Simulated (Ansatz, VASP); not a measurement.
# ZrGeSe in two plane-wave programs

Wanted: the spread between two codes on one cell, functional and k mesh.

Calculated with Ansatz 0.2.0; plane waves, with VASP 6.6.1 beside it; single point at r2SCAN.

The database entry behind the starting cell differs from later determinations by our own check (about 0.4 % short), so it need not match the best structure at ambient conditions.

## Step 1: The structure

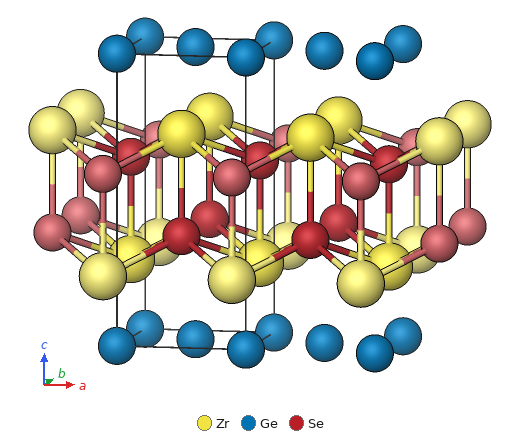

The cell as given, slightly off an axis (zirconium yellow, germanium blue, selenium red). 2×1×1 cells are drawn. Some periodic images of atoms are drawn too.

Structure file:

```cif
data_structure
_symmetry_space_group_name_H-M 'P4/nmm:1'
_symmetry_Int_Tables_number 129
_cell_length_a 3.6900
_cell_length_b 3.6900
_cell_length_c 8.2400
_cell_angle_alpha 90.000
_cell_angle_beta 90.000
_cell_angle_gamma 90.000
_cell_volume 112.20
loop_
_atom_site_label
_atom_site_type_symbol
_atom_site_symmetry_multiplicity
_atom_site_Wyckoff_symbol
_atom_site_fract_x
_atom_site_fract_y
_atom_site_fract_z
_atom_site_occupancy
Zr1 Zr 2 c 0.00000 0.50000 0.26800 1
Ge1 Ge 2 a 0.00000 0.00000 0.00000 1
Se1 Se 2 c 0.00000 0.50000 0.61800 1
```

## Step 2: VASP: single point, r2SCAN

With cell and atoms fixed, the geometry can't cause a difference; cores, projectors, grids and the points listed under the comparison can.

Lines of VASP's logs that name or quote its potential files are left out, and so is its time.

Contents of INCAR:

```
SYSTEM = ZrGeSe
PREC = Accurate
ENCUT = 410
EDIFF = 1E-06
NELM = 100
ISMEAR = -1
SIGMA = 0.05
LREAL = .FALSE.
ALGO = Normal
METAGGA = R2SCAN
LASPH = .TRUE.
NBANDS = 39
LORBIT = 11
LWAVE = .FALSE.
LCHARG = .FALSE.
KPAR = 4
ISIF = 2
```

Contents of POSCAR:

```
ZrGeSe
1.0
    3.6900000000      0.0000000000      0.0000000000
    0.0000000000      3.6900000000      0.0000000000
    0.0000000000      0.0000000000      8.2400000000
Zr Ge Se
2 2 2
Direct
    0.0000000000      0.5000000000      0.2680000000
    0.5000000000      0.0000000000      0.7320000000
    0.0000000000      0.0000000000      0.0000000000
    0.5000000000      0.5000000000      0.0000000000
    0.0000000000      0.5000000000      0.6180000000
    0.5000000000      0.0000000000      0.3820000000
```

Contents of KPOINTS:

```
Automatic mesh
0
Gamma
6 6 3
0 0 0
```

PAW data sets: Zr_sv, Ge_d and Se (PBE family, release 64).

On the command line:

```
$ mpirun -np 4 vasp_std
```

Numbers of over 12 decimals in the logs are rounded to 6 here.

Output:

```text
[banner, memory and clock lines left out]
running    4 mpi-ranks, on    1 nodes
 distrk:  each k-point on    1 cores,    4 groups
 distr:  one band on    1 cores,    1 groups

 POSCAR found type information on POSCAR ZrGeSe
 POSCAR found :  3 types and       6 ions
|                                                                             |
|               ----> ADVICE to this user running VASP <----                  |
|                                                                             |
|     You enforced a specific xc type in the INCAR file but a different       |
|     [... a line on the potential file left out ...]
|     I HOPE YOU KNOW WHAT YOU ARE DOING!                                     |
|                                                                             |

 LDA part: xc-table for (None), standard interpolation
 POSCAR, INCAR and KPOINTS ok, starting setup
 FFT: planning ... GRIDC
 FFT: planning ... GRID_SOFT
 FFT: planning ... GRID
 WAVECAR not read
 entering main loop
       N       E                     dE             d eps       ncg     rms          rms(c)
DAV:   1     0.618925718137E+03    0.61893E+03   -0.27640E+04  2013   0.304E+03
DAV:   2    -0.264637446395E+01   -0.62157E+03   -0.59731E+03  1623   0.850E+02
DAV:   3    -0.116649888783E+03   -0.11400E+03   -0.10977E+03  2122   0.204E+02
DAV:   4    -0.126579385682E+03   -0.99295E+01   -0.98498E+01  2345   0.596E+01
DAV:   5    -0.127144511980E+03   -0.56513E+00   -0.56407E+00  2394   0.120E+01    0.215E+01
DAV:   6    -0.108686633265E+03    0.18458E+02   -0.11773E+01  2570   0.349E+01    0.667E+00
DAV:   7    -0.108853831766E+03   -0.16720E+00   -0.18680E+00  2008   0.768E+00    0.235E+00
DAV:   8    -0.108886204952E+03   -0.32373E-01   -0.14152E-01  2324   0.293E+00    0.904E-01
DAV:   9    -0.108889195327E+03   -0.29904E-02   -0.22149E-02  2256   0.940E-01    0.217E-01
DAV:  10    -0.108890379512E+03   -0.11842E-02   -0.27742E-03  2266   0.364E-01    0.125E-01
DAV:  11    -0.108890645753E+03   -0.26624E-03   -0.40421E-04  2297   0.126E-01    0.219E-02
DAV:  12    -0.108890650144E+03   -0.43908E-05   -0.45251E-05  2113   0.516E-02    0.837E-03
DAV:  13    -0.108890649973E+03    0.17056E-06   -0.37476E-06  1530   0.127E-02
   1 F= -.10889065E+03 E0= -.10888721E+03  d E =-.687796E-02
```

OUTCAR, selected parts (step 2):

```text
ion  position               nearest neighbor table
   1  0.000  0.500  0.268-   6 2.77   6 2.77   6 2.77   6 2.77   4 2.88   4 2.88   3 2.88   3 2.88
                             5 2.88
   2  0.500  0.000  0.732-   5 2.77   5 2.77   5 2.77   5 2.77   4 2.88   3 2.88   3 2.88   4 2.88
                             6 2.88
   3  0.000  0.000  0.000-   4 2.61   4 2.61   4 2.61   4 2.61   2 2.88   2 2.88   1 2.88   1 2.88

  LATTYP: Found a simple tetragonal cell.
 ALAT       =     3.6900000000
 C/A-ratio  =     2.2330623306

 Subroutine GETGRP returns: Found 16 space group operations
 (whereof  8 operations were pure point group operations)

The static configuration has the point symmetry D_2d.
 The point group associated with its full space group is D_4h.

 Found     20 irreducible k-points:

   k-points           NKPTS =     20   k-points in BZ     NKDIM =     20   number of bands    NBANDS=     39

   dimension x,y,z NGX =    24 NGY =   24 NGZ =   54
   dimension x,y,z NGXF=    48 NGYF=   48 NGZF=  108

   ENCUT  =  410.0 eV  30.13 Ry    5.49 a.u.   6.09  6.09 13.60*2*pi/ulx,y,z

   NELECT =      64.0000    total number of electrons

 k-points in reciprocal lattice and weights: Automatic mesh
   0.00000000  0.00000000  0.00000000       0.009
   0.16666667  0.00000000  0.00000000       0.037
   0.33333333  0.00000000  0.00000000       0.037
   0.50000000  0.00000000  0.00000000       0.019
   0.16666667  0.16666667  0.00000000       0.037
   0.33333333  0.16666667  0.00000000       0.074
   0.50000000  0.16666667  0.00000000       0.037
   0.33333333  0.33333333  0.00000000       0.037
   0.50000000  0.33333333  0.00000000       0.037
[...]
0.50000000  0.33333333  0.33333333       0.074
   0.50000000  0.50000000  0.33333333       0.019

 average (electrostatic) potential at core
       1 -81.2019       2 -81.2019       3 -75.2807       4 -75.2807       5 -54.5970
       6 -54.5970

 E-fermi :   8.7940

 k-point     1 :       0.0000    0.0000    0.0000
  band No.  band energies     occupation
    ...
     29       6.5608      2.00000
     30       6.8560      2.00000
     31       6.8560      2.00000
     32       7.7754      2.00000
     33       8.6106      1.95027
     34       9.2779      0.00013
     35       9.9892      0.00000
     36      10.1321      0.00000
     37      10.1321      0.00000
     38      10.1562      0.00000
    ...

 k-point     2 :       0.1667    0.0000    0.0000
  band No.  band energies     occupation
    ...
     28       6.2163      2.00000
     29       6.2672      2.00000
     30       6.9840      2.00000
     31       7.3044      2.00000
     32       7.7723      2.00000
     33       9.3770      0.00002
     34       9.5648      0.00000
     35       9.6423      0.00000
     36      10.0298      0.00000
     37      10.3038      0.00000
    ...

 k-point     3 :       0.3333    0.0000    0.0000
  band No.  band energies     occupation
    ...
     28       5.3905      2.00000
     29       6.9812      2.00000
     30       7.1109      2.00000
     31       7.2796      2.00000
     32       8.4151      1.99898
     33       9.2735      0.00014
     34       9.7004      0.00000
     35      10.2441      0.00000
     36      10.6355      0.00000
     37      10.9141      0.00000
    ...

  Total        2.7010490      2.7010490      1.4251642      0.0000000      0.0000000      0.0000000
  in kB       38.5711958     38.5711958     20.3514589      0.0000000      0.0000000      0.0000000
  external PRESSURE =      32.4979502 kB  Pullay stress =       0.0000000 kB

  energy-cutoff  :      410.00
  volume of cell :      112.20
      direct lattice vectors                 reciprocal lattice vectors
     3.690000000  0.000000000  0.000000000     0.271002710  0.000000000  0.000000000
     0.000000000  3.690000000  0.000000000     0.000000000  0.271002710  0.000000000
     0.000000000  0.000000000  8.240000000     0.000000000  0.000000000  0.121359223

 POSITION                                       TOTAL-FORCE (eV/Angst)
 -----------------------------------------------------------------------------------
      0.00000      1.84500      2.20832         0.000000     -0.000000     -0.622330
      1.84500      0.00000      6.03168        -0.000000      0.000000      0.622330
      0.00000      0.00000      0.00000        -0.000000      0.000000     -0.000000
      1.84500      1.84500      0.00000         0.000000     -0.000000     -0.000000
      0.00000      1.84500      5.09232        -0.000000     -0.000000      0.201780
      1.84500      0.00000      3.14768        -0.000000      0.000000     -0.201780
 -----------------------------------------------------------------------------------
    total drift:                                0.000000     -0.000000     -0.000000

  FREE ENERGIE OF THE ION-ELECTRON SYSTEM (eV)
  ---------------------------------------------------
  free  energy   TOTEN  =      -108.8906499735 eV

  energy  without entropy=     -108.8837720160  energy(sigma->0) =     -108.88721099

 total charge
# of ion       s       p       d       tot
------------------------------------------
    1        2.138   5.985   1.575   9.697
    2        2.138   5.985   1.575   9.697
    3        1.113   1.313  10.041  12.467
    4        1.113   1.313  10.041  12.467
    5        1.443   2.514   0.045   4.002
    6        1.443   2.514   0.045   4.002
--------------------------------------------------
tot          9.386  19.624  23.322  52.332

[... 3 further parts left out ...]
```

The run ends at a pressure of 3.25 GPa, with forces up to 0.62 eV/Å.

## Step 3: Ansatz: single point, r2SCAN

Ansatz runs on its default PAW (the set named soft_2) files.

The same cell, functional, mesh and smearing now go to Ansatz, which takes its cutoff from its data sets.

Contents of input.yaml:

```yaml
crystal:
  lattice:
    - [3.69, 0.0, 0.0]
    - [0.0, 3.69, 0.0]
    - [0.0, 0.0, 8.24]
  atoms:
    - { symbol: Zr, position: [0.0, 0.5, 0.268] }
    - { symbol: Zr, position: [0.5, 0.0, 0.732] }
    - { symbol: Ge, position: [0.0, 0.0, 0.0] }
    - { symbol: Ge, position: [0.5, 0.5, 0.0] }
    - { symbol: Se, position: [0.0, 0.5, 0.618] }
    - { symbol: Se, position: [0.5, 0.0, 0.382] }
hamiltonian:
  xc: r2scan
  pseudopotentials: { kind: paw }
kpoints:
  mp_grid: { grid: [6, 6, 3] }
scf:
  occupations: { method: fermi_dirac, width: 0.05 }
  n_extra_bands: 5
output:
  forces: true
  stress: true
  eigenvalues: true
  write_density: true
  write_potential: true
  elf: true
  volumetric_format: npy
```

On the command line:

```
$ ansatz run input.yaml --threads 4 --pin off --max-ram 9216MiB --backend cpu --events-out ev --progress --plain --runs-dir out
```

Output:

```text
scf.n_extra_bands = 5 over 42 filled bands (N_el = 84.0): the run solves 47 bands
Engine: ansatz 0.2.0, aarch64-unknown-linux-gnu
Pseudopotentials: kind: paw
Pseudopotential: Zr, paw, valence charge 12, recommended cutoff 500 eV (meta_gga), Zr.paw.azcp
Pseudopotential: Ge, paw, valence charge 14, recommended cutoff 500 eV (meta_gga), Ge.paw.azcp
Pseudopotential: Se, paw, valence charge 16, recommended cutoff 500 eV (meta_gga), Se.paw.azcp
Functional definition: r2SCAN
  parameter k0 = 0.174
  parameter k1 = 0.065
  parameter a1 = 4.9479
  exchange = r2scan_x(k0 = k0, k1 = k1, a1 = a1)
  correlation = r2scan_c
Crystal: 6 atoms, lattice volume = 112.197 Å³
Basis set: ecut = 500 eV, 2887 PW (Γ), exchange–correlation on 108×108×256 points (64 copies of the dense FFT grid, shifted against one another)
Bands: 47, of which v1, the nominal top of the filled ones, is band 42 counted from 1 (41 counted from 0)
Symmetry: 16 space group operations
Space group: P4/nmm (ITA 129), of the structure as read, at distance tolerance 4.8e-5 Å
k-points: 20 of 108
Non-local potential: Zr, projectors of the file, l = 0: 3, l = 1: 2, l = 2: 2, l = 3: 2
Non-local potential: Ge, projectors of the file, l = 0: 2, l = 1: 2, l = 2: 3, l = 3: 1
Non-local potential: Se, projectors of the file, l = 0: 2, l = 1: 2, l = 2: 3, l = 3: 1
PAW form: soft (Blöchl's): semilocal exchange-correlation on the pseudo side does not see the compensation charge
PAW frozen core: Zr, regenerated for the run's functional (the file was generated under x = pbe(κ = 0.804, μ = 0.219515), c = pbe(β = 0.066725))
PAW frozen core: Ge, regenerated for the run's functional (the file was generated under x = pbe(κ = 0.804, μ = 0.219515), c = pbe(β = 0.066725))
PAW frozen core: Se, regenerated for the run's functional (the file was generated under x = pbe(κ = 0.804, μ = 0.219515), c = pbe(β = 0.066725))
PAW one-centre angular grid: Zr, 590 points (default); XC on 160 Gauss nodes
PAW one-centre angular grid: Ge, 590 points (default); XC on 160 Gauss nodes
PAW one-centre angular grid: Se, 590 points (default); XC on 160 Gauss nodes
Initial density: superposition of atomic densities (neutral atoms: chi_scale 0, normalization atom), corrected by the library's trained network
Initial wavefunctions: pseudopotential atomic-orbital guess
Functional: x = r2scan, c = r2scan; τ floored in thin density (d = 2e-4 eV/Å³)
SCF iter   1: F=—  HF=-27959.015037 eV  |F-HF|=—  |Δ(HF+E_count)|=         —  Δρ=9.52e-3  dr2=1.60e-1  dr2_τ=3.37e-2  ethr=1.77e-3  ⟨swp⟩=6.0  Hψ=3455  notcnv=0
preconditioner: auto → Resta (q_TF=auto, 2.600 Å⁻¹)  ε∞=6.5  [insulator: Δε(μ)=0.187 eV  Ē_g=7.925 eV  σ=0.050 eV  W_gap=0.72  n_scr=38 (ndim 8)  ℏωp=18.6 eV  f_vac=0.000  D(μ)=0.64/eV (n_scr^D=2)  ε∞_Penn≈6.5]
SCF iter   2: F=—  HF=-27959.140314 eV  |F-HF|=—  |Δ(HF+E_count)|=   1.25e-1  Δρ=4.36e-3  dr2=2.14e-2  dr2_τ=2.55e-3  ethr=1.91e-4  ⟨swp⟩=2.8  Hψ=1761  notcnv=0  defer=6
SCF iter   3: F=—  HF=-27959.141910 eV  |F-HF|=—  |Δ(HF+E_count)|=   1.60e-3  Δρ=1.85e-3  dr2=2.12e-3  dr2_τ=1.95e-4  ethr=2.55e-5  ⟨swp⟩=2.0  Hψ=1860  notcnv=0  defer=6
SCF iter   4: F=—  HF=-27959.142985 eV  |F-HF|=—  |Δ(HF+E_count)|=   1.07e-3  Δρ=6.29e-4  dr2=2.49e-4  dr2_τ=1.56e-5  ethr=2.52e-6  ⟨swp⟩=2.0  Hψ=1415  notcnv=0  defer=6
SCF iter   5: F=—  HF=-27959.143205 eV  |F-HF|=—  |Δ(HF+E_count)|=   2.20e-4  Δρ=1.32e-4  dr2=2.02e-5  dr2_τ=6.31e-7  ethr=2.97e-7  ⟨swp⟩=2.0  Hψ=1571  notcnv=0  defer=6
SCF iter   6: F=—  HF=-27959.143215 eV  |F-HF|=—  |Δ(HF+E_count)|=   1.02e-5  Δρ=4.79e-5  dr2=2.65e-6  dr2_τ=8.44e-8  ethr=2.41e-8  ⟨swp⟩=2.0  Hψ=1738  notcnv=0  defer=6
SCF iter   7: F=—  HF=-27959.143216 eV  |F-HF|=—  |Δ(HF+E_count)|=   7.30e-7  Δρ=2.06e-5  dr2=4.14e-7  dr2_τ=2.06e-8  ethr=3.15e-9  ⟨swp⟩=2.0  Hψ=1735  notcnv=0  defer=6
SCF iter   8: F=-27959.143216 eV  HF=-27959.143216 eV  |F-HF|=8.90e-9  |Δ(HF+E_count)|=   2.78e-7  Δρ=4.30e-6  dr2=2.94e-8  dr2_τ=1.04e-9  ethr=1.19e-10  ⟨swp⟩=10.3  Hψ=6906  notcnv=0
SCF 1 converged in 8 iterations: F = -27959.143216 eV  dr2 = 2.94e-8
  greatest PAW one-centre occupation: 1.000 electrons in one spin orbital (limit 2), on the Se atom at site 5 (counted from 0), in its partial waves of l = 2
SCF converged after 8 iterations
Free energy (F): -27959.143216 eV
Harris-Foulkes:  -27959.143216 eV  (|F-HF|=8.90e-9)
Internal energy: -27959.136314 eV  (E = F + TS)
E sigma→0 (E₀):  -27959.139765 eV
Entropy (-TS):   -0.006902 eV (-1.150 meV/atom)
Fermi energy:    14.350191 eV
--- Per-component energies (eV) ---
  E_band       = -1004.284257
  E_kinetic    = 1133.681508
  E_local      = -9560.295377  (includes V_loc(G=0)·N_el)
  E_nonlocal   = -194.240685
  E_hartree    = 4374.314159
  E_xc         = -653.066296
  E_vxc        = -777.912931  (∫ρ·V_xc dr)
  E_paw        = -13858.624930  (= ΣΔE_a)
  E_vpaw       = -396.506236  (= ΣTr[D̂ρ^β])
  E_aug_tail   = -0.000363  (compensation charges beyond the density's cutoff)
  E_vtau       = 42.366199  (kinetic-family band-sum trace: ∫τ·v_τ [+ j·A + Jᵃ·Aᵃ] dr)
  E_ewald      = -9194.873775
  E_core_change = -6.030555  (= ΣΔE_core)
  E_smearing   = -0.006902  (= −TS)
  E_closure    = 0.000000  (closes the sum)
  Σ components = -27959.143216   (vs F -27959.143216, Δ=0.00e0)
--- Forces (eV/Å), atoms counted from 1 ---
  atom   1  Zr    -0.00000000     0.00000000    -0.62071595
  atom   2  Zr     0.00000000     0.00000000     0.62071595
  atom   3  Ge    -0.00000000     0.00000000    -0.00000000
  atom   4  Ge     0.00000000     0.00000000    -0.00000000
  atom   5  Se     0.00000000     0.00000000     0.20433075
  atom   6  Se    -0.00000000     0.00000000    -0.20433075
  max |Σ_I F_I| component: 1.39e-16 eV/Å
--- Stress (GPa, compression-positive) ---
        4.027316      -0.000000       0.000000
       -0.000000       4.027316      -0.000000
        0.000000      -0.000000       2.257958
  P = ⅓ Tr σ = 3.4375 GPa (34.375 kbar)
--- Band table (eV; the first three rows and the last of 20) ---
  k-point 0: bands = [... 38 lower, 12.1184, 12.4145, 12.4145, 13.3326, 14.1707, 14.8337, 15.5443, 15.6856, ... 1 higher]
  k-point 1: bands = [... 38 lower, 11.9393, 12.1576, 12.4559, 12.4559, 14.4977, 15.2055, 15.5650, 15.6893, ... 1 higher]
  k-point 2: bands = [... 38 lower, 11.8251, 12.5406, 12.8616, 13.3289, 14.9343, 15.1189, 15.1968, 15.5879, ... 1 higher]
  k-point 19: bands = [... 38 lower, 10.5165, 10.5165, 11.9372, 11.9372, 16.2613, 16.2613, 17.2022, 17.2022, ... 1 higher]
```

It took 12 s on 4 threads of Arm Neoverse N1, shared host; peak memory 0.73 GiB; 45 s of CPU time.

The column dr2 measures how far the density is from self-consistency, as an energy; F and HF (Harris–Foulkes) agree once it is small.

The run ends at a pressure of 3.44 GPa, with forces up to 0.62 eV/Å.

## Step 4: Side by side

Known differences besides the PAW data sets themselves: VASP keeps PBE cores, Ansatz makes them for the functional; the data sets hold 84 valence electrons in Ansatz (default PAW (the set named soft_2) files) and 64 in VASP; the cutoff is 500 eV in Ansatz and 410 eV in VASP. Total energies have different zeros and are not compared.

Compared:

```csv
quantity,Ansatz,VASP,difference
pressure (GPa),3.44,3.25,+0.19
```

Forces (eV/Å; atoms numbered as in POSCAR):

```csv
atom,"Ansatz x, y, z","VASP x, y, z"
Zr1,"0.000, 0.000, -0.621","0.000, 0.000, -0.622"
Zr2,"0.000, 0.000, 0.621","0.000, 0.000, 0.622"
Ge3,"0.000, 0.000, 0.000","0.000, 0.000, 0.000"
Ge4,"0.000, 0.000, 0.000","0.000, 0.000, 0.000"
Se5,"0.000, 0.000, 0.204","0.000, 0.000, 0.202"
Se6,"0.000, 0.000, -0.204","0.000, 0.000, -0.202"
```

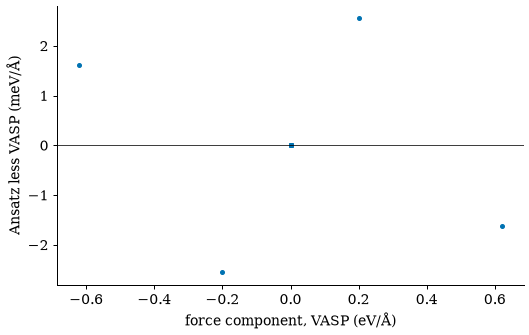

Difference of the force components against their size.

The forces differ by 1.0 meV/Å r.m.s., which is 0.5 % of the r.m.s. force of 0.22 eV/Å (both taken over all components). Ansatz's pressure holds a Pulay correction of 0.06 GPa; VASP's holds none.

## Step 5: Looking for the cause

An all-electron run, which needs no data sets, serves as referee.

```csv
run,r.m.s. force difference (% of the r.m.s. force)
as above,0.46
Ansatz's all-electron LAPW method,0.55
```

## Step 6: Results

```
r.m.s. force difference (single point, r2SCAN) : 0.46 % of the r.m.s. force
```

**Reading.** The r.m.s. force difference is 0.46 % of the r.m.s. force (single point, r2SCAN), within the 3 % picked in this series as the mark of a large difference. For single point, r2SCAN: no further run halves the r.m.s. force difference; only Ansatz's side was varied. The all-electron run, which needs no data set, lies 0.55 % of the r.m.s. force from VASP, against 0.46 for Ansatz's PAW result. Differences of this kind measure data sets and numerical settings, not the functional's error against experiment.

[Lines on the potential files, build, host, timing and source positions are cut from VASP's logs without a mark.]

[Logs are printed without paths, hosts, clocks, repeated set-up lines and the standing remarks that a program may print on its own settings, such as how far it seeks lower states.]

[Hosts, paths, dates, database ids (printed as entryN), source tags and the programs' standing remarks are cut or masked in the printed files.]
